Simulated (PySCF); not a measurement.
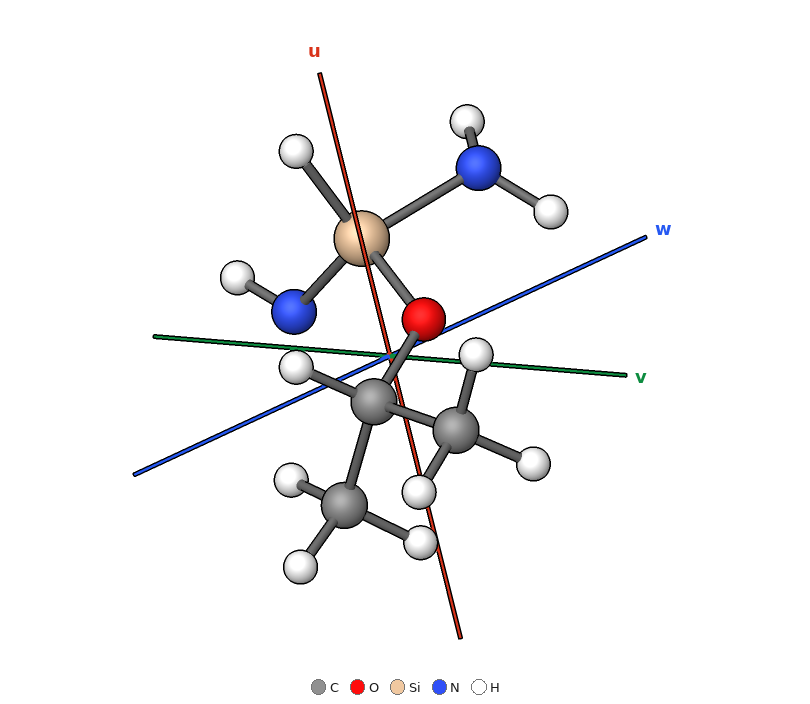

The lines u, v and w are the principal axes of the g tensor. The species is neutral and a spin doublet. The computed structure is the end point of a GFN2-xTB optimisation. No frequency run is at hand to confirm it as a minimum. Level of theory: UKS B3LYP, pcH-1 on C H N O Si, non-relativistic, mean-field spin-orbit, GIAO (PySCF 2.14.0).

Question: Along which axis does g lie farthest from the free-electron value?

Answer: Along v: the shift is 8658 ppm.

Give the principal values and shifts.

```json
{"axis": "u", "g": "2.00352", "shift (ppm)": "1198"}
{"axis": "v", "g": "2.01098", "shift (ppm)": "8658"}
{"axis": "w", "g": "2.00243", "shift (ppm)": "111"}
```

The geometry is semi-empirical. Around Si such bond lengths and angles can be off by a tenth of an ångström or more and by several degrees, and values that hang on the shape move with them.
